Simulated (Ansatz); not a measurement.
## Run report: SiH₃ClF, nudged elastic band (part 2 of 2)

The same run, continued: SiH₃ClF, multiplicity 2; UKS LDA/def2-SVP (Ansatz 0.2.0). The run did not end well. It belongs to a series of runs on one base structure; here: band between the two ends.

Geometry of the input (Å):
```
Si -0.2387  0.1827  0.3038
Cl -1.9808  0.1501  1.3934
H  1.2817  0.2732  1.9843
H  -0.4207  1.1546  -0.8378
H  0.0657  -1.2043  -0.1954
F  1.2943  -0.5563  2.4531
```

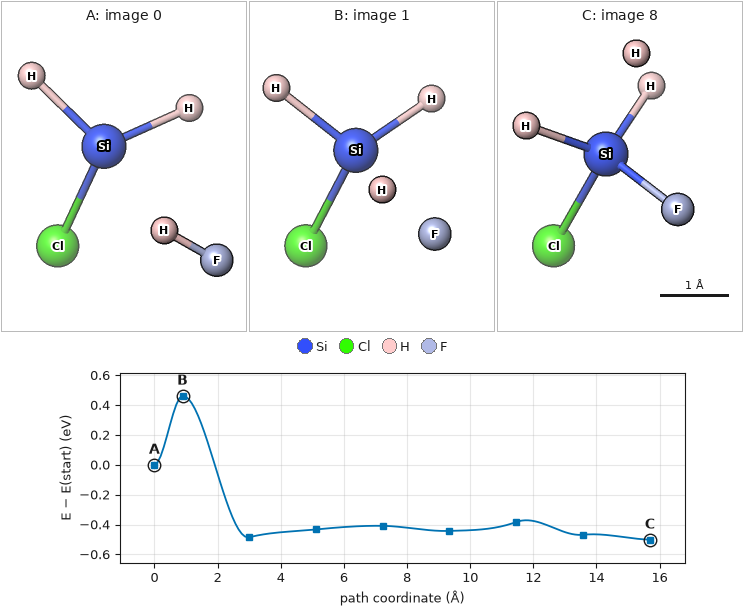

*Images of the last band (counted from 0; ball-and-stick, seen at a tilt) above the energy along the path; the line is a cubic interpolation that uses the forces.*

The highest image is number 1, 0.463 eV above the start and 0.964 eV above the end (the climbing image); the end lies 0.502 eV below the start. A further maximum stands at image 4, −0.409 eV from the start. A further maximum stands at image 6, −0.383 eV from the start. The path is 15.69 Å long. The band had not converged after 60 iterations.

```
Unfinished report: {"positions_ang":[[-0.10489386842541418,-0.13133975890007898,0.5724506532172451],[-1.9255867874542012,0.520575003647938,1.2588776383105769],[1.2726961016106113,0.7268527639461965,1.221126476451459],[-0.12500771332443958,0.24843493042650433,-0.9006615990346231],[0.05086863902793973,-1.614640953860137,0.6999828856869954],[0.8333236285655037,0.25011801473957673,2.2496239453683473]],"unchecked":["starts","cluster_reference","orbital_swaps","neighbouring_geometries","increment"],"mean_field":{"relativity":"none","state":{"energy":{"ev":-23065.963983883852,"hartree":-847.6585417358021},"converged":true,"gradient_ev":0.00001859132638100861,"stability":{"kind":"minimum","curvature_ev":21.323175298945323},"curvature_floor_ev":0.00030000000000000003,"spin_squared":0.7507658825730168},"others":[],"fillings":{"estimated":0,"unestimated":0,"tried":0,"untried":0,"excluded_magnetic_sites":0},"n_dropped_functions":0,"n_trapped_functions":0,"passes":{"evaluations":2,"products":17},"factors":{"origin":"density fitting in generated functions","count":713,"bound_ev":null},"gradient_stop_ev":0.00009,"reference_kind":"stationary","functional":{"name":"SPW92","citations":["Dirac, Proc. Camb. Phil. Soc. 26, 376 (1930) doi:10.1017/S0305004100016108","Slater, Phys. Rev. 81, 385 (1951) doi:10.1103/PhysRev.81.385","Perdew & Wang, Phys. Rev. B 45, 13244 (1992) doi:10.1103/PhysRevB.45.13244"],"text":"name \"SPW92\"\ncite \"Dirac, Proc. Camb. Phil. Soc. 26, 376 (1930) doi:10.1017/S0305004100016108\"\ncite \"Slater, Phys. Rev. 81, 385 (1951) doi:10.1103/PhysRev.81.385\"\ncite \"Perdew & Wang, Phys. Rev. B 45, 13244 (1992) doi:10.1103/PhysRevB.45.13244\"\nexchange = slater_x\ncorrelation = pw_c\n","final_grid":{"core_spheres":13.0,"valence_spheres":11.0,"degree":36.0},"final_grid_parameter_source":"default","radial_points_factor":1.0,"radial_grid_error_ev":2.4352219540683396e-10,"grid_sensitivity":"normal","grid_sensitivity_ratio":0.0},"unsmoothed_excess_ev":-0.00002556088496593506,"symmetry":{"irreps":["A"],"axes":[[0.9983447134148574,-0.05089213858963414,0.026792226976860005],[0.05728364689418716,0.8382394874231444,-0.5422851146058556],[0.005139746599609167,0.5429222337999775,0.8397672481411348]],"occupied":[{"A":22},{"A":21}]},"density_repulsion":{"missed_ev":0.00006623846203490248,"excess_ev":0.00006623846203490248,"most_excess_ev":0.0005589999999999999,"are_drawn_again":false,"n_first_factors":713,"energy_change_ev":0.0,"n_dropped_ends":0},"direct_passes":"host"},"factors":{"origin":"density fitting in generated functions","count":713,"bound_ev":null},"n_frozen":0,"n_occupied":[22,21],"n_virtual":[43,44],"reference":{"ev":-23065.963983883852,"hartree":-847.6585417358021},"total":{"ev":-23065.963983883852,"hartree":-847.6585417358021},"forces_ev_per_angstrom":[[-0.0002682315098702114,0.00045681724929890003,-0.00005998744482745072],[0.0003872215012729751,-0.00009247417336023605,-0.000450355739687475],[-0.00006000279648831205,-0.00007504562365748837,0.0004393936467641808],[-0.0003374545962616681,0.00028218235147789585,0.00018310051046014554],[0.00006794783580276943,-0.000676667329388873,0.0002946532110880493],[0.00021051956164566901,0.00010518752054160034,-0.0004068041834554516]],"charge_distribution":{"dipole_moment_e_ang":[0.20476297453478504,-0.030922905313453587,-0.19815056493114963],"mulliken_charges_e":[0.26546328329119007,-0.1732942249577718,0.1540754104773886,-0.01364272016522472,-0.016097498801129984,-0.21650424984442296],"lowdin_charges_e":[0.06046927932688284,0.1026013599298885,0.00843130947374826,-0.06828715109498673,-0.06791790057364078,-0.0352968970618317]},"n_threads":1,"memory_gib":1.7045454550534487,"seconds":{"hamiltonian":0.876429494,"orbitals":0.0,"second_order":0.0,"solver_start":0.0,"cycles":0.0,"cycle":0.0,"perturbative":0.0,"full_ci_increment":0.0,"forces":0.0}}
this run last wrote the band of iteration 60 to [file]
Error: NEB band did not converge after 60 iterations: max|band force component| = 3.77e-2 eV/Å (threshold 3.0e-2); raise `neb.max_iterations` in a new run, which can start from the last band evaluated (`neb.initial_path`, with `crystal.atoms` and `neb.final_atoms` set to its first and last images), add images, or start from endpoints closer to local minima. Where this run's directory can be resumed (`checkpoint.write`), a resume goes on for up to `neb.max_iterations` more; to start a new run from the last band, take its images' positions from the `neb_iteration` event of iteration 60 (`data.images[].positions_ang`), in the event stream of the run that computed that iteration (not this run's, if it was resumed behind it). With `checkpoint.write`, `steps/00-neb/state/checkpoint.json` in the run directory holds the last saved band, under `neb.evaluated.images[].positions_ang` (a band under a hybrid functional on support functions is neither saved nor resumed: `neb.initial_path` says where its path is): check the last entry of `neb.iterations` there, which is earlier than 60 if that iteration was not saved or its write failed. If the band's step has no `state` directory and holds `state.next`, a write was cut short, and the file is under `state.next` instead (behind a loss of power it can be under `state.prev`)
this run wrote the band of iteration 60 to [file] as well, whether or not its events were kept: a new run's `neb.initial_path` can list its `images[].positions_ang`
a run's events are kept only if it was started with --events-out <file>, and are in that file
```

**The last band as extended XYZ (Å, eV, eV/Å)**
```
6
Properties=species:S:1:pos:R:3:forces:R:3 image=0 energy=-23066.42658
Si   -0.2387    0.1827    0.3038   -0.0138  -0.0266  -0.0043
Cl   -1.9808    0.1501    1.3934    0.0015  -0.0013   0.0109
H     1.2817    0.2732    1.9843    0.0000  -0.0030   0.0064
H    -0.4207    1.1546   -0.8378    0.0060   0.0232  -0.0210
H     0.0657   -1.2043   -0.1954    0.0068   0.0069   0.0136
F     1.2943   -0.5563    2.4531   -0.0005   0.0007  -0.0056
6
Properties=species:S:1:pos:R:3:forces:R:3 image=1 energy=-23065.96396
Si   -0.1049   -0.1313    0.5725   -0.0003   0.0005  -0.0001
Cl   -1.9256    0.5206    1.2589    0.0004  -0.0001  -0.0004
H     1.2727    0.7269    1.2211   -0.0001  -0.0001   0.0004
H    -0.1250    0.2484   -0.9007   -0.0003   0.0003   0.0002
H     0.0509   -1.6146    0.7000    0.0001  -0.0007   0.0003
F     0.8333    0.2501    2.2496    0.0002   0.0001  -0.0004
6
Properties=species:S:1:pos:R:3:forces:R:3 image=2 energy=-23066.91186
Si   -0.2006    0.0678    0.8108    0.0023  -0.0109  -0.0175
Cl   -2.2417   -0.2080    0.8000    0.0100   0.0311  -0.0057
H     1.7857   -0.4099    0.9001   -0.0447   0.0837   0.0014
H     0.2435    0.1874   -0.6120    0.0009  -0.0554  -0.0011
H     0.3314   -1.0918    1.6192    0.0010  -0.0187  -0.0060
F     0.0831    1.4545    1.5835    0.0306  -0.0297   0.0289
6
Properties=species:S:1:pos:R:3:forces:R:3 image=3 energy=-23066.85978
Si   -0.3348   -0.0858    0.4778   -0.0123   0.0163  -0.0089
Cl   -2.2441   -0.2598    1.1827    0.0023  -0.0065   0.0043
H     2.1580    0.2850    2.3954   -0.0045  -0.0163  -0.0040
H    -0.3786    0.1494   -0.9986    0.0013  -0.0032  -0.0090
H     0.4516   -1.2951    0.8755    0.0149  -0.0050   0.0165
F     0.3493    1.2063    1.1685   -0.0017   0.0147   0.0010
6
Properties=species:S:1:pos:R:3:forces:R:3 image=4 energy=-23066.83533
Si   -0.4577   -0.2920    0.4594    0.0020   0.0241  -0.0112
Cl   -2.1860    0.4508    1.2553   -0.0060  -0.0098   0.0025
H     2.6428    1.1762    2.4175    0.0028   0.0040  -0.0008
H    -0.1873    0.3958   -0.8415    0.0022  -0.0030  -0.0074
H    -0.5684   -1.7802    0.3420    0.0021   0.0099   0.0130
F     0.7580    0.0493    1.4688   -0.0030  -0.0251   0.0039
6
Properties=species:S:1:pos:R:3:forces:R:3 image=5 energy=-23066.86945
Si   -0.0598   -0.4193    0.4032    0.0125   0.0106  -0.0063
Cl   -1.5205    0.6699    1.3373   -0.0043  -0.0107  -0.0041
H     0.5725    1.7627    2.6595    0.0057   0.0105   0.0073
H     0.3054    0.2532   -0.8817   -0.0004   0.0089  -0.0062
H    -0.5411   -1.8245    0.2297   -0.0085  -0.0108   0.0080
F     1.2448   -0.4420    1.3534   -0.0050  -0.0085   0.0012
6
Properties=species:S:1:pos:R:3:forces:R:3 image=6 energy=-23066.80988
Si    0.0914    0.0519    0.9843    0.0123  -0.0378  -0.0154
Cl   -1.8331    0.4003    1.6032    0.0060   0.0188   0.0053
H     0.8655    1.3138    1.2801   -0.0126   0.0225   0.0613
H     0.3179    0.3556   -0.5884    0.0139  -0.0410   0.0005
H    -0.3211   -1.0895   -0.0808   -0.0173  -0.0091   0.0017
F     0.8808   -1.0321    1.9029   -0.0022   0.0466  -0.0534
6
Properties=species:S:1:pos:R:3:forces:R:3 image=7 energy=-23066.89503
Si    0.2419   -0.3553    1.1214   -0.0064   0.0114  -0.0065
Cl   -1.6608    0.3895    1.3022   -0.0020  -0.0034   0.0083
H     1.1913    0.7698    0.8540   -0.0080   0.0153   0.0111
H    -0.6614    1.6478   -0.7811    0.0234  -0.0296   0.0043
H     0.2554   -1.4209    0.0712   -0.0152   0.0085  -0.0020
F     0.6349   -1.0309    2.5336    0.0083  -0.0021  -0.0152
6
Properties=species:S:1:pos:R:3:forces:R:3 image=8 energy=-23066.92810
Si   -0.1494   -0.0084    0.8976    0.0005   0.0002  -0.0068
Cl   -2.2013   -0.1141    1.0957   -0.0152  -0.0008   0.0020
H     1.6278    0.0921    0.3169   -0.0041  -0.0002  -0.0006
H     0.0844    1.3181    0.2209    0.0071  -0.0066   0.0000
H     0.2125   -1.2746    0.1641    0.0064   0.0072   0.0004
F     0.4275   -0.0130    2.4062    0.0053   0.0001   0.0050
```

**What the run reported**

| quantity | value |
| --- | --- |
| outcome | not converged |
| barrier, forward (band not converged) | 0.463 eV |
| barrier, backward | 0.964 eV |
| wall time | 6.8 min |
| peak memory | 0.14 GiB |

**What went wrong**

The run did not converge: “NEB band did not converge after 60 iterations: max|band force component| = 3.77e-2 eV/Å (threshold 3.0e-2); raise `neb.max_iterations` in a new run, which can start from the last band evaluated (`neb.initial_path`, with `crystal.atoms` and `neb.final_atoms` set to its first and last images), add images, or start from endpoints closer to local minima …” Its last values are not results.
